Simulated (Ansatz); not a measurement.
A series of calculations on GaPH₄OCl₂

## 1. Relaxation

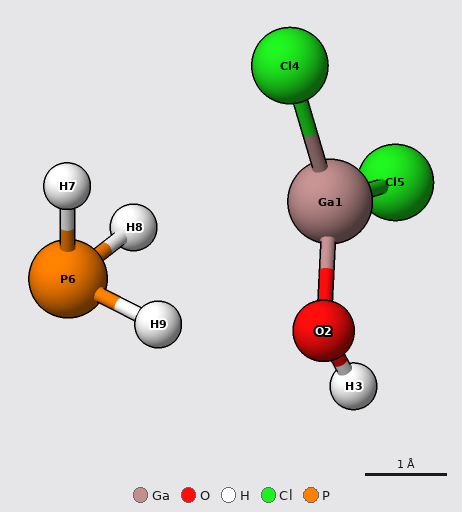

GaPH4OCl2, before the relaxation. A ball-and-stick model, seen face on.

The run prepares an end point of a later path (reaction) calculation, from a guessed geometry.

The calculation used Ansatz 0.2.0, RKS r2SCAN/def2-SVP.

The input:
```yaml
crystal:
  periodic: [false, false, false]
  atoms:
    - { symbol: Ga, position_ang: [0.110147, -0.150754, 0.106914] }
    - { symbol: O, position_ang: [-0.149249, -0.428922, 1.850309] }
    - { symbol: H, position_ang: [-1.084643, -0.381279, 2.096372] }
    - { symbol: Cl, position_ang: [2.047897, -0.484014, -0.695491] }
    - { symbol: Cl, position_ang: [-1.542071, 0.27056, -1.180962] }
    - { symbol: P, position_ang: [0.771629, 3.001868, 1.438543] }
    - { symbol: H, position_ang: [1.95869, 2.474322, 0.831219] }
    - { symbol: H, position_ang: [-0.006071, 2.856418, 0.236912] }
    - { symbol: H, position_ang: [0.375772, 1.725902, 1.943984] }
basis:
  gaussian: { orbitals: def2-SVP }
hamiltonian:
  xc: r2scan
relax:
  f_tol: 0.03
  max_steps: 50
output:
  orbitals: {}
```

Run as
```bash
ansatz run input.yaml --threads 4 --pin off --max-ram 5120MiB --backend cpu --events-out ev --progress --plain --runs-dir out
```

### What does the optimiser find from here?

The largest move after the best rigid fit is that of Cl5, 0.24 Å. Largest moves by element: Cl 0.24 Å, H 0.23 Å, O 0.19 Å, P 0.17 Å, Ga 0.12 Å. Some distances before and after: Ga1–P6 3.486 → 3.348 Å, Ga1–O2 1.784 → 1.774 Å, P6–H8 1.439 → 1.430 Å, P6–H7 1.434 → 1.428 Å. The energy falls by 5.56 kJ/mol in 9 geometry steps. Largest force component: 0.28 eV/Å at the start, 0.011 eV/Å at the end. Cost: 36 s on 4 threads of Arm Neoverse V2, with other jobs on the host, peak memory 0.22 GiB.

History of the run:

```json
{"step": "0", "E − E(0), kJ/mol": "0.00", "largest force component, eV/Å": "0.2766"}
{"step": "1", "E − E(0), kJ/mol": "-1.92", "largest force component, eV/Å": "0.5866"}
{"step": "2", "E − E(0), kJ/mol": "-3.32", "largest force component, eV/Å": "0.7633"}
{"step": "3", "E − E(0), kJ/mol": "-4.04", "largest force component, eV/Å": "0.5625"}
{"step": "4", "E − E(0), kJ/mol": "-4.96", "largest force component, eV/Å": "0.2916"}
{"step": "5", "E − E(0), kJ/mol": "-5.26", "largest force component, eV/Å": "0.0550"}
{"step": "6", "E − E(0), kJ/mol": "-5.42", "largest force component, eV/Å": "0.0193"}
{"step": "7", "E − E(0), kJ/mol": "-5.52", "largest force component, eV/Å": "0.0438"}
{"step": "8", "E − E(0), kJ/mol": "-5.54", "largest force component, eV/Å": "0.0368"}
{"step": "9", "E − E(0), kJ/mol": "-5.56", "largest force component, eV/Å": "0.0109"}
```

Final geometry:

```xyz
9

Ga    0.1403   -0.0646    0.1882
O    -0.1857   -0.6128    1.8436
H    -1.1200   -0.5391    2.0850
Cl    2.0906   -0.3792   -0.6054
Cl   -1.4685    0.4902   -1.1141
P     0.8199    3.0278    1.2777
H     1.9016    2.3009    0.6950
H    -0.0750    2.7472    0.1977
H     0.3788    1.9138    2.0600
```

After the run, drawn alike:

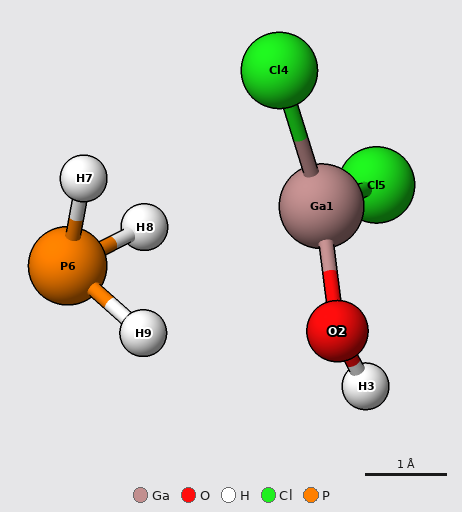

Limits of the set-up: the start holds two separate molecules, 2.2 Å apart at their closest, whose relative position is a soft coordinate and is computed without a dispersion correction.

## 2. Relaxation

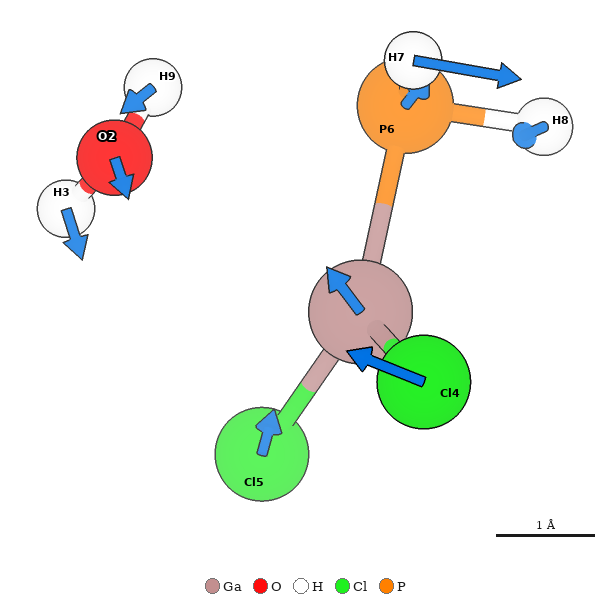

This is a relaxation of GaPH₄OCl₂. The starting structure is drawn; blue arrows show the displacements, at their true length. The two geometries are superimposed by the best rigid fit.

A ball-and-stick model, seen face on.

The run prepares an end point of a later path (reaction) calculation, from a guessed geometry.

Computed with Ansatz, RKS r2SCAN/def2-SVP. Set-up: no spin polarisation; force threshold 0.03 eV/Å; at most 50 steps.

**What did the optimiser do to the structure, and how much energy did it gain?**

After 17 accepted moves (18 points after the start) the energy has fallen by 0.617 eV. Largest force component: 0.8 eV/Å at the start, 0.0091 eV/Å at the end. The line search rejected the trial step at point 9 of the run. The forces were under the threshold at step 13, but the run went on from there. The largest move after the best rigid fit is that of an H atom, 1.13 Å. By element the largest moves are H 1.13 Å, Cl 0.88 Å, Ga 0.60 Å, P 0.50 Å, O 0.46 Å. Near-neighbour distances that change, for instance: Ga–O 2.974 → 2.120 Å, Cl–Ga 2.154 → 2.193 Å, Ga–P 2.295 → 2.317 Å, Cl–Ga 2.147 → 2.163 Å. New bonds form, among them: Ga–O (2.97 → 2.12 Å). Bond angles that change, for instance: Ga–P–H 89.1° → 93.7°, H–O–H 102.7° → 106.1°, Cl–Ga–P 121.1° → 118.4°. Groups turn about Ga–P by about 55°. The run took 65 s on 4 threads of Arm Neoverse V2 (shared host), peak memory 0.23 GiB.

Limits of the set-up: the start holds two separate molecules, 2.6 Å apart at their closest, whose relative position is a soft coordinate and is computed without a dispersion correction.

## 3. Path

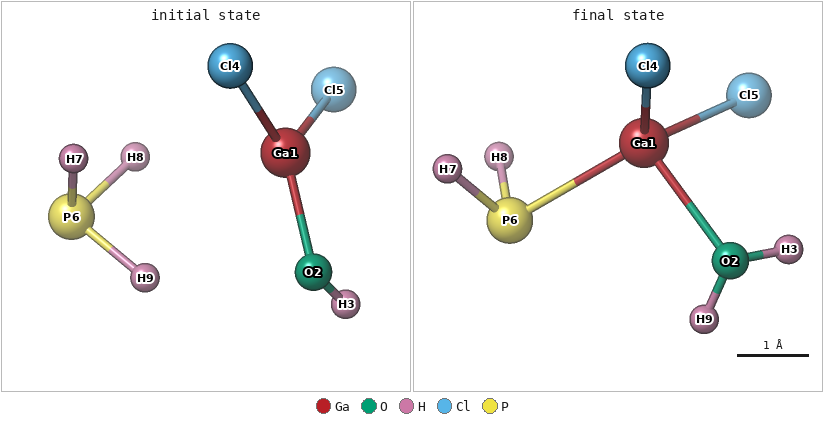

The two relaxed end points of a path for GaPH4OCl2, made up at the start of GaHOCl2 and PH$_{3}$. A ball-and-stick model, seen at a tilt.

Method: Ansatz, RKS r2SCAN/def2-SVP.

Run with 5 movable images; climbing image; force threshold 0.05 eV/Å; iteration limit 60.

Start:
```xyz
9

Ga    0.1415   -0.0643    0.1874
O    -0.1858   -0.6138    1.8421
H    -1.1204   -0.5408    2.0827
Cl    2.0928   -0.3773   -0.6045
Cl   -1.4664    0.4902   -1.1161
P     0.8181    3.0278    1.2795
H     1.9009    2.3020    0.6974
H    -0.0756    2.7473    0.1985
H     0.3769    1.9130    2.0607
```

End:
```xyz
9

Ga    0.4101    0.6698    0.1863
O    -0.1750   -0.2353    2.0124
H    -1.0508   -0.6125    1.8130
Cl    1.9621   -0.6973   -0.4452
Cl   -1.5614    0.2453   -0.6758
P     0.8514    2.8240    0.9168
H     2.1533    2.8559    0.3322
H     0.2112    3.4065   -0.2188
H    -0.3188    0.4277    2.7070
```

> Predict the minimum-energy path and its barrier.

Forward barrier 0.61 eV, backward barrier 1.33 eV, with image 2 at the top; the reaction energy is −0.73 eV. Breaking: P6–H9 (1.43 → 1.64 at the top → 3.21 Å). Forming: Ga1–P6 (3.35 → 2.63 at the top → 2.32 Å), O2–H9 (2.60 → 1.38 at the top → 0.97 Å). The band is converged. At the top, the vibrational analysis gives one imaginary mode (957i cm⁻¹), as a transition state must have.

Energies of the converged images:

```json
{"image": "0", "path (Å)": "0.00", "E (eV)": "0.000"}
{"image": "1", "path (Å)": "0.58", "E (eV)": "0.134"}
{"image": "2", "path (Å)": "1.16", "E (eV)": "0.605"}
{"image": "3", "path (Å)": "1.64", "E (eV)": "-0.059"}
{"image": "4", "path (Å)": "2.13", "E (eV)": "-0.527"}
{"image": "5", "path (Å)": "2.62", "E (eV)": "-0.690"}
{"image": "6", "path (Å)": "3.10", "E (eV)": "-0.729"}
```

The geometry at the top of the path:

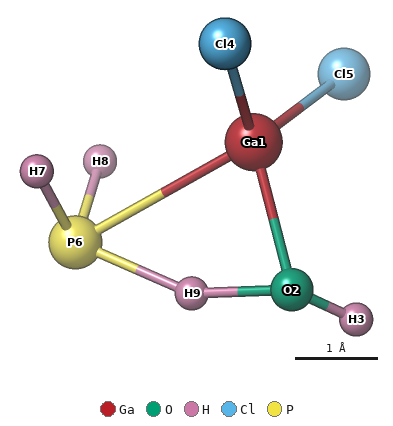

Limits of the set-up: the start holds two separate molecules, 2.6 Å apart at their closest, whose relative position is a soft coordinate and is computed without a dispersion correction.

The run took 3.8 min on 4 threads of Arm Neoverse V2 (shared host), peak memory 0.23 GiB.
